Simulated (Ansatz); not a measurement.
# SnTeSe monolayer, Janus: modes against biaxial strain in the plane of the sheet

Wanted: the shifts of the zone-centre modes of SnTeSe monolayer, Janus with strain.

Method: DFT PBE, scalar-relativistic, plane waves, PAW; PAW set soft_1, in Ansatz 0.2.0.

### 1. The starting structure

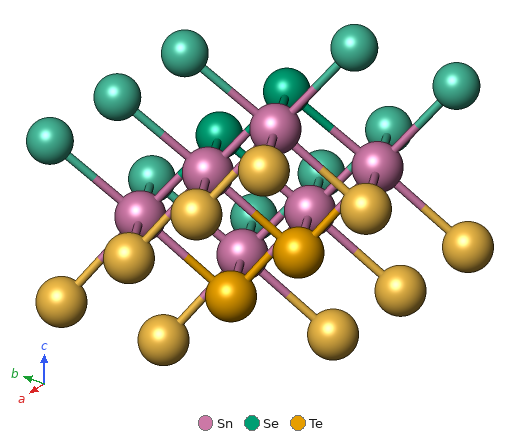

Start, viewed from a free direction; tin pink, selenium teal, tellurium orange. 2×1×1 cells are drawn. Some periodic images of atoms are drawn too.

The cell holds 3 atoms: 1 Sn, 1 Se and 1 Te. Its edges and angles: a = 3.800 Å, b = 3.800 Å, c = 30.000 Å, α = 90.0°, β = 90.0°, γ = 120.0°. Vacuum lies along c. The height across the vacuum is the one that the program set for its solve, not the one typed.

### 2. A rough relaxation first

A rough relaxation comes first, because large forces or stress need no tight tolerances yet. The program lengthens the typed cell of 20.0 Å along the normal to 30.0 Å, as its cut-off of the electrostatics needs, and moves no atom.

Contents of input.yaml:

```yaml
crystal:
  lattice:
    - [3.8, 0.0, 0.0]
    - [-1.9, 3.2909, 0.0]
    - [0.0, 0.0, 20.0]
  atoms:
    - { symbol: Sn, position: [0.0, 0.0, 0.5] }
    - { symbol: Se, position: [0.333333, 0.666667, 0.575] }
    - { symbol: Te, position: [0.666667, 0.333333, 0.42] }
  periodic: [true, true, false]
kpoints:
  mp_grid: { grid: [6, 6, 1] }
hamiltonian:
  xc: pbe
  pseudopotentials: { kind: paw, azcp: { folder: soft_1 } }
scf:
  occupations: { method: gaussian, width: 0.1 }
output:
  forces: true
  stress: true
  eigenvalues: true
relax:
  adjacent_minimum: "off"
  f_tol: 0.05
  max_steps: 80
  cell: { stress_2d_tol: 0.02 }
```

Launch:

```
$ ansatz run input.yaml --threads 8 --pin off --max-ram 16384MiB --backend cpu --events-out ev --progress --plain --runs-dir out
```

Numbers of over 12 decimals in the logs are rounded to 6 here.

The log of the run:

```text
[...]
F+E_penalty+E_count = -18473.95529818 eV   max|allowed force component| = 9.252e-3 eV/Å   (the final SCF, on the basis selected at the relaxed cell)
  cell:  # Å, volume = 411.3215 Å³
    - [3.978916, 0.0, 0]
    - [-1.989458, 3.445842, 0]
    - [0, 0, 30.0]
  atoms:
    - { symbol: Sn, position: [2.4277589190853925e-18, 0, 0.335732] }
    - { symbol: Se, position: [0.333333, 0.666667, 0.387651] }
    - { symbol: Te, position: [0.666667, 0.333333, 0.273284] }
[key lines of the parts left out:]
SCF converged after 9 iterations
Free energy (F): -18473.955298 eV
Fermi energy:    -5.211949 eV
P = ½ c Tr σ = -0.0092 N/m
```

Wall time 9.4 s (8 threads of AMD EPYC 7B13 (Zen 3), shared host); peak memory 0.93 GiB; 64 s of CPU time.

Relaxation path:

```
step  energy less that of the first step (eV)  largest force component (eV/Å)  volume (Å³)
   1                                   0.0000                          2.9974       375.16
   2                                  -0.5845                          0.5106       382.40
   3                                  -0.6702                          0.3523       402.19
   4                                  -0.6490                          0.7331       409.15
   5                                  -0.6863                          0.0559       410.33
   6                                  -0.6865                          0.0093       411.32
  7*                                  -0.6872                          0.0093       411.32
```

Relaxation steps marked * repeat the geometry before them on a plane-wave basis chosen anew for their cell, so energy and pressure can jump there. Relaxation step 4 was tried and not accepted.

The run keeps the 6 symmetry operations that it works with, so distortions that break them were not tested.

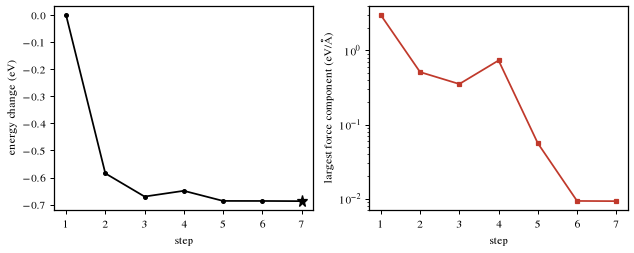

Energy and largest force along the relaxation. Stars mark steps on a basis chosen anew.

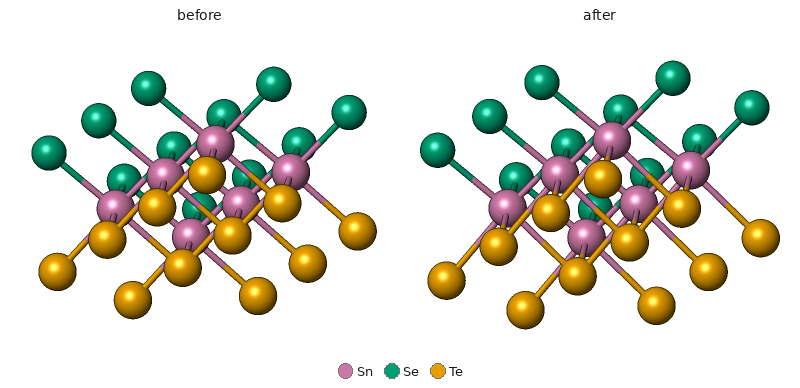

Before and after, at one scale.

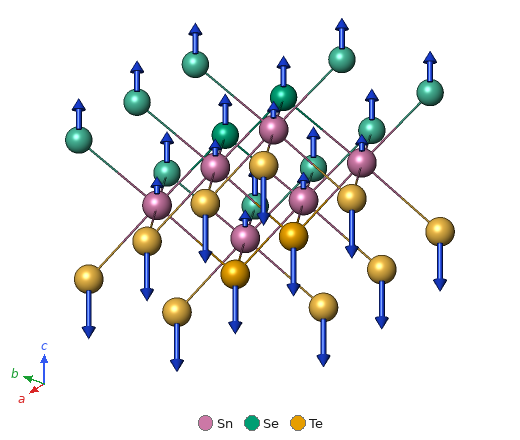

Displacements in the relaxation, exaggerated, measured against the changing cell; the longest in the cell stands for 0.20 Å. 2×1×1 cells are drawn. Some periodic images of atoms are drawn too.

```
cell as run  before  after  change
      a (Å)   3.800  3.979  +4.7 %
      b (Å)   3.800  3.979  +4.7 %
```

The atoms that moved most (Å, along periodic axes as changes of fractional coordinates times the final cell, across vacuum about the mean position):

```
atom     dx     dy      dz  length
 Te3  0.000  0.000  -0.201   0.201
 Se2  0.000  0.000   0.130   0.130
 Sn1  0.000  0.000   0.072   0.072
```

Final coordinates:

```xyz
3
Lattice="3.9789 0.0000 0.0000 -1.9895 3.4458 0.0000 0.0000 0.0000 30.0000" Properties=species:S:1:pos:R:3
Sn    0.0000    0.0000   10.0720
Se    0.0000    2.2972   11.6295
Te    1.9895    1.1486    8.1985
```

This step gave:

* gap on the k-mesh: 0 eV
* area per atom: 4.57 Å²

The relaxation ends with a largest force component of 0.0093 eV/Å.

### 3. Relaxation

Harmonic phonons are second derivatives at a point where the forces vanish, and they are wanted at zero stress, so atoms and cell are relaxed first.

Contents of input.yaml:

```yaml
crystal:
  lattice:
    - [3.9789159145, 0.0, 0.0]
    - [-1.9894579572, 3.4458422614, 0.0]
    - [0.0, 0.0, 30.0]
  atoms:
    - { symbol: Sn, position: [0.0, 0.0, 0.3357321029] }
    - { symbol: Se, position: [0.3333333333, 0.6666666667, 0.3876506041] }
    - { symbol: Te, position: [0.6666666667, 0.3333333333, 0.2732839597] }
  periodic: [true, true, false]
kpoints:
  mp_grid: { grid: [12, 12, 1] }
hamiltonian:
  xc: pbe
  pseudopotentials: { kind: paw, azcp: { folder: soft_1 } }
scf:
  occupations: { method: gaussian, width: 0.1 }
output:
  forces: true
  stress: true
  eigenvalues: true
  write_density: true
  write_potential: true
  elf: true
  volumetric_format: npy
relax:
  adjacent_minimum: "off"
  f_tol: 0.005
  max_steps: 80
  cell: { stress_2d_tol: 0.02 }
```

The log of the run:

```text
[...]
Crystal: 3 atoms, lattice volume = 411.321 Å³
Basis set: ecut = 420 eV, 8117 PW (Γ), exchange–correlation on 54×54×432 points (8 copies of the dense FFT grid, shifted against one another)
Bands: 28, of which v1, the nominal top of the filled ones, is band 23 counted from 1 (22 counted from 0)
Symmetry: 6 space group operations
[...]
k-points: 19 of 144 (time reversal used)
[...]
SCF iter  10: F=-18473.957440 eV  HF=-18473.957440 eV  |F-HF|=4.68e-9  |Δ(HF+E_count)|=   3.31e-8  Δρ=2.05e-7  dr2=1.39e-10  ethr=4.41e-12  ⟨swp⟩=9.8  Hψ=3780  notcnv=0
SCF 1 converged in 10 iterations: F = -18473.957440 eV  dr2 = 1.39e-10
[...]
relax step   1: F+E_penalty+E_count = -18473.95744007 eV  Δ(F+E_penalty+E_count) = +0.000e0 eV  max|allowed force component| = 1.361e-1 eV/Å  Δτ_max = 0.0000 Å  P = +0.028 N/m  Ω = 411.321 Å³  fix = [c, alpha, beta]  reactions: c +0.000 N/m  (10 SCF iters, dr2 threshold 1.00e-7 eV, accepted)
Crystal: 3 atoms, lattice volume = 412.837 Å³
Basis set: ecut = 420 eV, 8153 PW (Γ), exchange–correlation on 54×54×432 points (8 copies of the dense FFT grid, shifted against one another)
[...]
SCF iter   6: F=-18473.958973 eV  HF=-18473.958973 eV  |F-HF|=5.06e-8  |Δ(HF+E_count)|=   1.61e-7  Δρ=1.91e-6  dr2=1.99e-8  ethr=6.52e-10  ⟨swp⟩=15.1  Hψ=4740  notcnv=0
SCF 2 converged in 6 iterations: F = -18473.958973 eV  dr2 = 1.99e-8
relax step   2: F+E_penalty+E_count = -18473.95897274 eV  Δ(F+E_penalty+E_count) = -1.533e-3 eV  max|allowed force component| = 4.689e-2 eV/Å  Δτ_max = 0.0238 Å  P = +0.131 N/m  Ω = 412.837 Å³  energy of the carried Pulay correction = -2.990e-5 eV  fix = [c, alpha, beta]  reactions: c +0.000 N/m  (6 SCF iters, dr2 threshold 3.00e-7 eV, accepted)
Crystal: 3 atoms, lattice volume = 413.313 Å³
Basis set: ecut = 420 eV, 8177 PW (Γ), exchange–correlation on 54×54×432 points (8 copies of the dense FFT grid, shifted against one another)
[...]
SCF iter   5: F=-18473.959135 eV  HF=-18473.959135 eV  |F-HF|=8.88e-9  |Δ(HF+E_count)|=   6.20e-8  Δρ=1.22e-6  dr2=7.47e-9  ethr=2.99e-10  ⟨swp⟩=19.2  Hψ=5118  notcnv=0
SCF 3 converged in 5 iterations: F = -18473.959135 eV  dr2 = 7.47e-9
relax step   3: F+E_penalty+E_count = -18473.95913496 eV  Δ(F+E_penalty+E_count) = -1.622e-4 eV  max|allowed force component| = 3.677e-2 eV/Å  Δτ_max = 0.0068 Å  P = +0.000 N/m  Ω = 413.313 Å³  energy of the carried Pulay correction = -3.926e-5 eV  fix = [c, alpha, beta]  reactions: c +0.000 N/m  (5 SCF iters, dr2 threshold 1.37e-7 eV, accepted)
[...]
relax step   4: F+E_penalty+E_count = -18473.95920586 eV  Δ(F+E_penalty+E_count) = -7.090e-5 eV  max|allowed force component| = 1.775e-2 eV/Å  Δτ_max = 0.0051 Å  P = -0.014 N/m  Ω = 413.910 Å³  energy of the carried Pulay correction = -5.099e-5 eV  fix = [c, alpha, beta]  reactions: c -0.000 N/m  (4 SCF iters, dr2 threshold 8.45e-8 eV, accepted)
[...]
relax step   5: F+E_penalty+E_count = -18473.95922957 eV  Δ(F+E_penalty+E_count) = -2.371e-5 eV  max|allowed force component| = 4.484e-5 eV/Å  Δτ_max = 0.0012 Å  P = -0.000 N/m  Ω = 413.690 Å³  energy of the carried Pulay correction = -4.667e-5 eV  fix = [c, alpha, beta]  reactions: c -0.000 N/m  (4 SCF iters, dr2 threshold 1.97e-8 eV, accepted)
[...]
SCF iter   8: F=-18473.959279 eV  HF=-18473.959279 eV  |F-HF|=3.46e-10  |Δ(HF+E_count)|=  1.64e-10  Δρ=3.70e-9  dr2=5.82e-14  ethr=1.00e-12  ⟨swp⟩=7.0  Hψ=2456  notcnv=0
SCF 6 converged in 8 iterations: F = -18473.959279 eV  dr2 = 5.82e-14
relax step   6: F+E_penalty+E_count = -18473.95927895 eV  Δ(F+E_penalty+E_count) = -4.938e-5 eV  max|allowed force component| = 4.172e-5 eV/Å  Δτ_max = 0.0000 Å  P = -0.000 N/m  Ω = 413.690 Å³  fix = [c, alpha, beta]  reactions: c -0.000 N/m  stress off target by 2.28e-4 N/m on what of the cell is left free  SCF on the basis re-selected at this cell (its energy is not comparable with the rows above)  (8 SCF iters)
[...]
SCF converged after 8 iterations
Free energy (F): -18473.959279 eV
[...]
Internal energy: -18473.953062 eV  (E = F + TS)
E sigma→0 (E₀):  -18473.956171 eV
Entropy (-TS):   -0.006217 eV (-2.072 meV/atom)
Fermi energy:    -5.221621 eV
[...]
--- Forces (eV/Å), atoms counted from 1 ---
  atom   1  Sn    -0.00000000     0.00000000     0.00004173
  atom   2  Se    -0.00000000    -0.00000000    -0.00002923
  atom   3  Te     0.00000000     0.00000000    -0.00001248
  max |Σ_I F_I| component: 2.41e-8 eV/Å
--- 2D stress c σ (N/m, compression-positive) ---
       -0.000228       0.000000      -0.000000
        0.000000      -0.000228       0.000000
       -0.000000       0.000000      -0.000000
  P = ½ c Tr σ = -0.0002 N/m
--- Band table (eV; the first three rows and the last of 19) ---
  k-point 0: bands = [... 19 lower, -6.4007, -6.4007, -5.1481, -5.1481, -4.5741, -2.5081, -1.6505, -1.6505, ... 1 higher]
  k-point 1: bands = [... 19 lower, -6.8379, -6.5330, -5.6884, -5.1915, -4.1797, -2.1996, -1.6720 (-1.6720°), -1.5008, ... 1 higher]
  k-point 2: bands = [... 19 lower, -6.8507, -6.8469, -6.5018, -5.3183, -3.9209, -2.2348, -1.1566 (-1.1566°), -1.0134, ... 1 higher]
  k-point 18: bands = [... 19 lower, -9.0015, -8.8064, -6.6600, -6.3929, -4.4681, -1.3222, -0.7850, -0.0758, ... 1 higher]
  ° read free of the cell's end (the report's vacuum.weakly_bound_levels)
--- Relaxed structure (5 steps of the walk, 5 accepted, 1 SCFs on fresh bases) ---
[...]
cell:  # Å, volume = 413.6900 Å³
    - [3.990355, -2.8950501987014847e-11, 0]
    - [-1.995178, 3.455749, 0]
    - [0, 0, 30.0]
  atoms:
    - { symbol: Sn, position: [0, 0, 0.335350] }
    - { symbol: Se, position: [0.333333, 0.666667, 0.387389] }
    - { symbol: Te, position: [0.666667, 0.333333, 0.273928] }
```

It took 17 s on 8 threads; peak memory 1.2 GiB.

Step by step:

```
step  energy less that of the first step (eV)  largest force component (eV/Å)  volume (Å³)
   1                                   0.0000                          0.1361       411.32
   2                                  -0.0015                          0.0469       412.84
   3                                  -0.0017                          0.0368       413.31
   4                                  -0.0018                          0.0177       413.91
   5                                  -0.0018                          0.0000       413.69
  6*                                  -0.0018                          0.0000       413.69
```

Relaxation steps marked * repeat the geometry before them on a plane-wave basis chosen anew for their cell, so energy and pressure can jump there.

The run keeps the 6 symmetry operations that it works with, so distortions that break them were not tested.

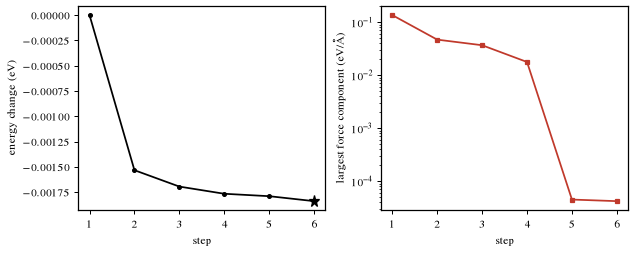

Energy and largest force along the relaxation. Stars mark steps on a basis chosen anew.

```
cell as run  before  after  change
      a (Å)   3.979  3.990  +0.3 %
      b (Å)   3.979  3.990  +0.3 %
```

The atoms that moved most (Å, along periodic axes as changes of fractional coordinates times the final cell, across vacuum about the mean position):

```
atom     dx     dy      dz  length
 Te3  0.000  0.000   0.019   0.019
 Sn1  0.000  0.000  -0.011   0.011
 Se2  0.000  0.000  -0.008   0.008
```

The relaxed structure:

```xyz
3
Lattice="3.9904 0.0000 0.0000 -1.9952 3.4557 0.0000 0.0000 0.0000 30.0000" Properties=species:S:1:pos:R:3
Sn    0.0000    0.0000   10.0605
Se    0.0000    2.3038   11.6217
Te    1.9952    1.1519    8.2178
```

This step gave:

* area per atom: 4.597 Å²

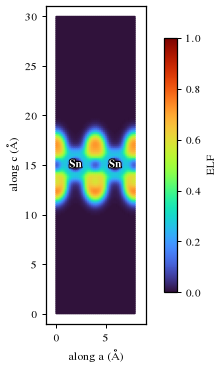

ELF in the ac plane at fractional y = 0.000, with atoms of Sn within 0.2 Å of it. It is the smooth field of the valence electrons, not physical close to the nuclei. The map starts off the cell's origin, so that atoms lie inside it.

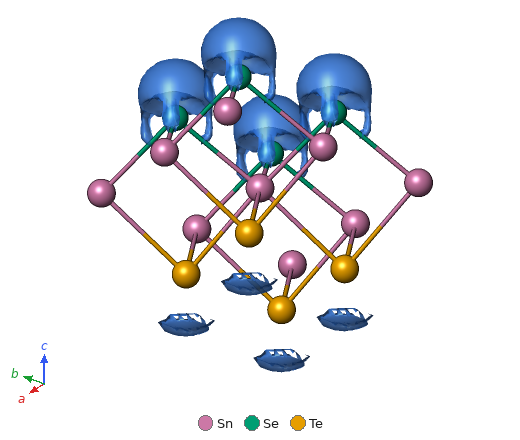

Surface of ELF = 0.79. 2×2×1 cells are drawn.

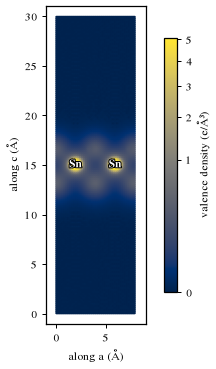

Valence density in the ac plane at fractional y = 0.000, with atoms of Sn within 0.2 Å of it. It is the smooth field of the valence electrons, not physical close to the nuclei. The map starts off the cell's origin, so that atoms lie inside it. The colour scale is stretched toward low values.

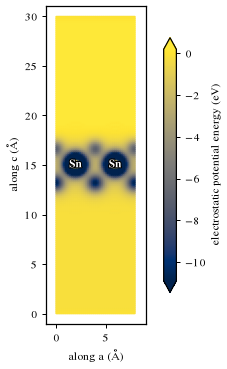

Electrostatic potential energy in the ac plane at fractional y = 0.000, with atoms of Sn within 0.2 Å of it. With pseudopotentials it is smooth inside the atoms' cores, unlike the true potential. The map starts off the cell's origin, so that atoms lie inside it.

The cell grew by 0.3 % in its periodic edges. First to last step the energy falls by 0.002 eV, across changes of basis; the largest move, 0.019 Å, is that of Te3.

### 4. Tight relaxation

Phonons need small forces and stress, so the relaxation is finished with tight tolerances on 12×12×1 k points.

input.yaml, the sections that differ from step 3:

```yaml
crystal:
  lattice:
    - [3.9903554847, 0.0, 0.0]
    - [-1.9951777423, 3.4557492199, 0.0]
    - [0.0, 0.0, 30.0]
  atoms:
    - { symbol: Sn, position: [0.0, 0.0, 0.335350006] }
    - { symbol: Se, position: [0.3333333333, 0.6666666667, 0.3873888371] }
    - { symbol: Te, position: [0.6666666667, 0.3333333333, 0.2739278235] }
  periodic: [true, true, false]
scf:
  occupations: { method: methfessel_paxton, width: 0.2 }
relax:
  adjacent_minimum: "off"
  f_tol: 0.001
  max_steps: 60
  cell: { stress_2d_tol: 0.002 }
# kpoints, hamiltonian, output: as in step 3
```

The log of the run:

```text
[...]
Crystal: 3 atoms, lattice volume = 413.690 Å³
Basis set: ecut = 420 eV, 8177 PW (Γ), exchange–correlation on 54×54×432 points (8 copies of the dense FFT grid, shifted against one another)
Bands: 28, of which v1, the nominal top of the filled ones, is band 23 counted from 1 (22 counted from 0)
Symmetry: 6 space group operations
[...]
° read free of the cell's end (the report's vacuum.weakly_bound_levels)
--- Relaxed structure (5 steps of the walk, 4 accepted, 1 SCFs on fresh bases) ---
[...]
cell:  # Å, volume = 414.1581 Å³
    - [3.992612, -2.8883834099179974e-11, 0]
    - [-1.996306, 3.457704, 0]
    - [0, 0, 30.0]
  atoms:
    - { symbol: Sn, position: [0, 0, 0.335294] }
    - { symbol: Se, position: [0.333333, 0.666667, 0.387333] }
    - { symbol: Te, position: [0.666667, 0.333333, 0.274040] }
[key lines of the parts left out:]
SCF converged after 9 iterations
Free energy (F): -18473.956830 eV
Fermi energy:    -5.224616 eV
P = ½ c Tr σ = -0.0007 N/m
```

It took 17 s on 8 threads; peak memory 1.1 GiB.

Little changed from the start: no atom moved by 0.005 Å and no cell edge by 0.1 %.

This step gave:

```yaml
area_per_atom: 4.602 Å²
```

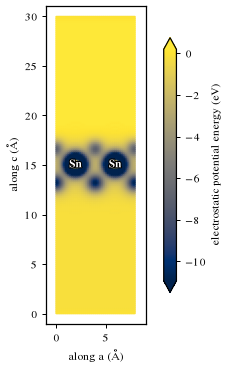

Electrostatic potential energy in the ac plane at fractional y = 0.000, with atoms of Sn within 0.2 Å of it. With pseudopotentials it is smooth inside the atoms' cores, unlike the true potential. The map starts off the cell's origin, so that atoms lie inside it.

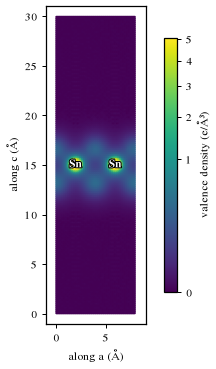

Valence density in the ac plane at fractional y = 0.000, with atoms of Sn within 0.2 Å of it. It is the smooth field of the valence electrons, not physical close to the nuclei. The map starts off the cell's origin, so that atoms lie inside it. The colour scale is stretched toward low values.

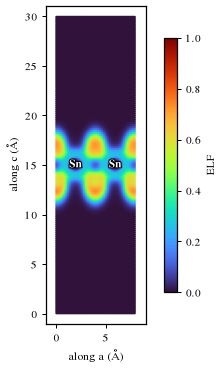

ELF in the ac plane at fractional y = 0.000, with atoms of Sn within 0.2 Å of it. It is the smooth field of the valence electrons, not physical close to the nuclei. The map starts off the cell's origin, so that atoms lie inside it.

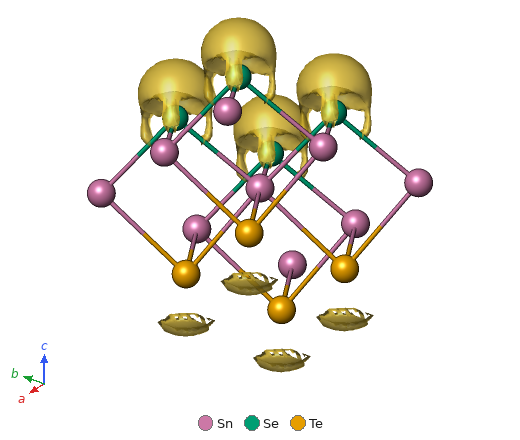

Surface of ELF = 0.79. 2×2×1 cells are drawn.

The largest force component left is 0.48 meV/Å, within the tolerances set.

[end of part 1 of 2]

[Logs are printed without paths, hosts, clocks, repeated set-up lines and the standing remarks that a program may print on its own settings, such as how far it seeks lower states.]

[Hosts, paths, dates, database ids (printed as entryN), source tags and the programs' standing remarks are cut or masked in the printed files.]
